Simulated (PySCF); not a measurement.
# C$_{7}$H$_{13}$FOSi: what the fields show

```yaml
atoms:
  - { symbol: C, position_ang: [3.7798, 1.2571, 0.2342] }
  - { symbol: C, position_ang: [2.7448, 0.2636, 0.0707] }
  - { symbol: C, position_ang: [1.8866, -0.5736, -0.0589] }
  - { symbol: Si, position_ang: [0.5384, -1.8179, -0.2203] }
  - { symbol: F, position_ang: [0.8228, -2.9755, 0.8829] }
  - { symbol: C, position_ang: [-1.1228, -0.9793, 0.2180] }
  - { symbol: C, position_ang: [-2.2049, -1.9418, 0.7056] }
  - { symbol: O, position_ang: [-1.5385, -0.3499, -1.0050] }
  - { symbol: C, position_ang: [-1.9349, 0.9941, -0.9034] }
  - { symbol: C, position_ang: [-0.7500, 1.9593, -0.8878] }
  - { symbol: H, position_ang: [4.2527, 1.1378, 1.2088] }
  - { symbol: H, position_ang: [4.5351, 1.1380, -0.5421] }
  - { symbol: H, position_ang: [3.3536, 2.2580, 0.1653] }
  - { symbol: H, position_ang: [0.5027, -2.5007, -1.5016] }
  - { symbol: H, position_ang: [-0.9774, -0.2102, 0.9877] }
  - { symbol: H, position_ang: [-2.4262, -2.6726, -0.0682] }
  - { symbol: H, position_ang: [-1.8600, -2.4633, 1.5952] }
  - { symbol: H, position_ang: [-3.1231, -1.4059, 0.9445] }
  - { symbol: H, position_ang: [-2.5523, 1.1838, -1.7874] }
  - { symbol: H, position_ang: [-2.5558, 1.1475, -0.0090] }
  - { symbol: H, position_ang: [-0.1691, 1.8422, -1.7991] }
  - { symbol: H, position_ang: [-0.0981, 1.7529, -0.0414] }
  - { symbol: H, position_ang: [-1.1082, 2.9833, -0.8195] }
```

Geometry: GFN2-xTB.

The calculation used PySCF, PBE0/pcSseg-1, SCF density, gas phase, non-relativistic.

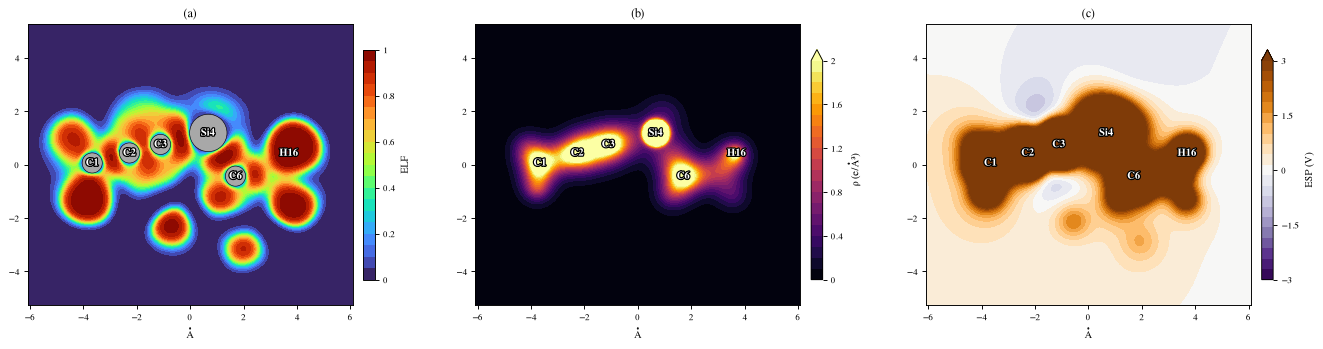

Figure 1. (a) ELF; (b) electron density; (c) electrostatic potential on the plane of atoms C3, Si4 and C6. Grey discs cover the atomic cores in the ELF map.

> Describe what can be read from this map.

- Atoms in the plane: C, Si and H.
- C–C (1.21 Å): ρ is about 2.7 e/Å³ halfway; the ELF peaks at about 0.85 between the atoms: a short, multiple covalent bond.
- C–Si (1.84 Å): ρ is about 0.95 e/Å³ halfway; the ELF peaks at about 0.95 between the atoms (a shared electron pair).
- C–Si (1.91 Å): ρ at the midpoint is about 0.96 e/Å³; the ELF peaks at about 1 between the atoms, as expected for a shared electron pair.
- Outside the dense part of the molecule the potential is most negative (−0.9 V) near C3.

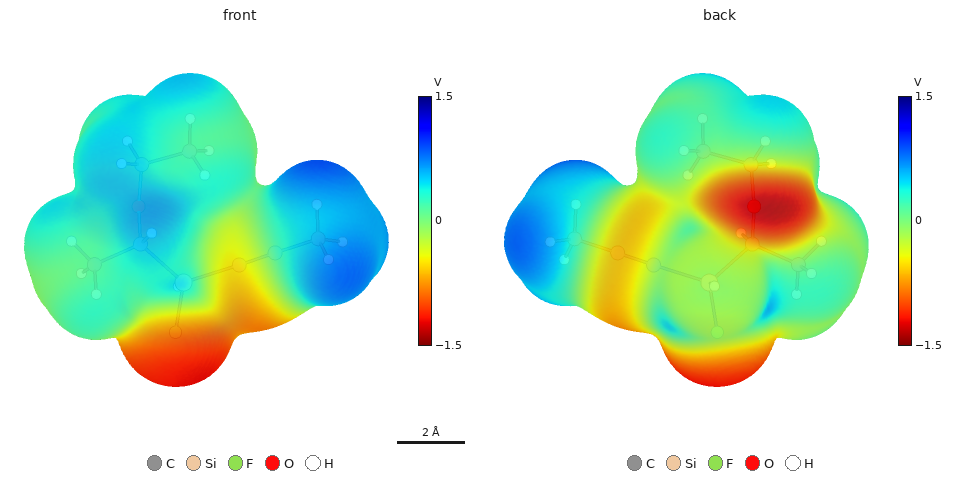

Figure 2. The molecular electrostatic potential painted on the density surface at 0.001 e/bohr³, seen from the front and from behind; the colour scale runs from red (negative) to blue (positive).

> Describe the electrostatic potential map.

The most negative region (about −1.3 V) lies over O8, the most positive (about +0.9 V) over H11, H12 and H13. O8 is the likeliest acceptor of a hydrogen bond.
